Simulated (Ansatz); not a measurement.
**NH2 (SMILES [NH2]): U-r2SCAN/3-21G**

What is the energy change on altering one bond length of NH2 at U-r2SCAN/3-21G? 

The results are computed with Ansatz 0.2.0.

48 further runs of the same task are left out: 48 set aside as unsound or not needed.

## Step 1: Starting point

NH2: 3 atoms, total charge 0, spin state doublet. As SMILES, `[NH2]`. The coordinates come from a GFN2-xTB relaxation.

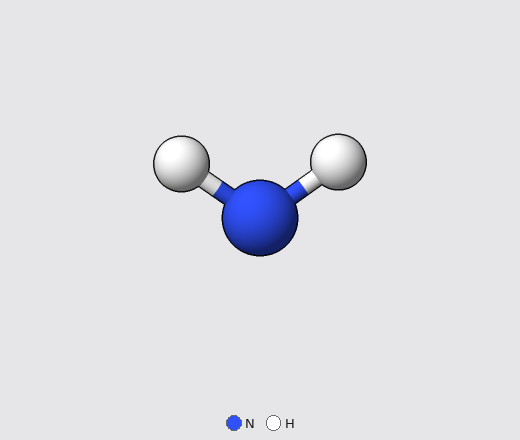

Viewed from a chosen angle; nitrogen blue, hydrogen white.

## Step 2: A single-point energy at U-r2SCAN/3-21G

job.yaml

```yaml
crystal:
  periodic: [false, false, false]
  atoms:
    - {symbol: "N", position_ang: [0.307180, -0.182210, 0.151440]}
    - {symbol: H, position_ang: [0.155580, 0.820260, 0.174790]}
    - {symbol: H, position_ang: [-0.462760, -0.638040, -0.326220]}
basis:
  gaussian: {orbitals: 3-21G.json}
magnetization: {spin_polarized: true, initial_magnetization: 1}
hamiltonian: {xc: {name: r2SCAN}}
accuracy: high
```

The basis set 3-21G is read from a file made from the Basis Set Exchange's data (not shown).

Command:

```console
$ ansatz run job.yaml --threads 1 --pin off --max-ram 2610MiB --events-out events.jsonl --progress --plain --runs-dir runs
```

The log of the run:

```text
Warning: RAYON_NUM_THREADS=1 ignored (pool sized by the plan → 1); use --threads N
Functional definition: r2SCAN
  name "r2SCAN"
  parameter k0 = 0.174
  parameter k1 = 0.065
  parameter a1 = 4.9479
  exchange = r2scan_x(k0 = k0, k1 = k1, a1 = a1)
  correlation = r2scan_c
248 factors; integrals over basis functions are off by at most 4.8e-9 eV
mean field evaluation 1: about -1509.3266 eV, gradient 1.9e1 eV
mean field evaluation 2: about -1509.0754 eV, gradient 2.1e1 eV
mean field evaluation 4: about -1510.8014 eV, gradient 4.4e-1 eV
mean field evaluation 8: about -1510.7953 eV, gradient 1.7e-2 eV
mean field evaluation 16: about -1510.7953 eV, gradient 1.0e-7 eV
mean field -1510.79529471 eV, -55.5207030267 hartree, gradient 1.7e-8 eV, S^2 0.752790; 0 other end points of the search recorded, 0 dependent functions left out
reference -1510.79529516 eV, -55.5207030432 hartree; 5, 4 occupied and 8, 9 virtual orbitals, 248 factors
Total energy: -1510.79529516 eV, -55.5207030432 hartree
```

Run time: 1.8 s. Hardware: 1 thread of Arm Neoverse V1, shared host; peak memory 0.13 GiB.

## Step 3: The distorted shape at the same level

molecule.yaml

```yaml
crystal:
  periodic: [false, false, false]
  atoms:
    - symbol: "N"
      position_ang: [0.345084, -0.432856, 0.145602]
    - symbol: H
      position_ang: [0.155580, 0.820260, 0.174790]
    - symbol: H
      position_ang: [-0.424856, -0.888686, -0.332058]
basis:
  gaussian:
    orbitals: 3-21G.json
magnetization:
  spin_polarized: true
  initial_magnetization: 1
hamiltonian:
  xc: r2scan
accuracy: high
```

The basis set 3-21G is read from a file made from the Basis Set Exchange's data (not shown).

Command:

```console
$ ansatz run molecule.yaml --threads 1 --pin off --max-ram 2610MiB --events-out events.jsonl --progress --plain --runs-dir runs
```

The log of the run:

```text
Warning: RAYON_NUM_THREADS=1 ignored (pool sized by the plan → 1); use --threads N
[... 7 set-up lines as earlier in the session ...]
248 factors; integrals over basis functions are off by at most 2.7e-9 eV
mean field evaluation 1: about -1508.8087 eV, gradient 1.8e1 eV
mean field evaluation 2: about -1507.3687 eV, gradient 2.4e1 eV
mean field evaluation 4: about -1510.2584 eV, gradient 3.2e-1 eV
mean field evaluation 8: about -1510.2543 eV, gradient 3.8e-3 eV
mean field evaluation 16: about -1510.2543 eV, gradient 1.9e-7 eV
mean field -1510.25426538 eV, -55.5008205657 hartree, gradient 3.0e-8 eV, S^2 0.755332; 0 other end points of the search recorded, 0 dependent functions left out
reference -1510.25426587 eV, -55.5008205835 hartree; 5, 4 occupied and 8, 9 virtual orbitals, 248 factors
Total energy: -1510.25426587 eV, -55.5008205835 hartree
```

It took 1.6 s on 1 thread of Arm Neoverse V1, shared host; peak memory 0.12 GiB.

## Step 4: Summary of results

At U-r2SCAN/3-21G:

```
                                                         quantity         value
                                        first shape: total energy  -55.52070 Eh
                                                first shape: ⟨S²⟩         0.753
                                    distorted shape: total energy  -55.50082 Eh
                                            distorted shape: ⟨S²⟩         0.755
energy change with the N1–H2 bond stretched from 1.014 to 1.268 Å      0.541 eV
```

**Reading.** With the N1–H2 bond stretched from 1.014 to 1.268 Å the energy rises by 0.54 eV (12.5 kcal/mol). The first shape isn't relaxed at this level, so the change isn't measured from a minimum.
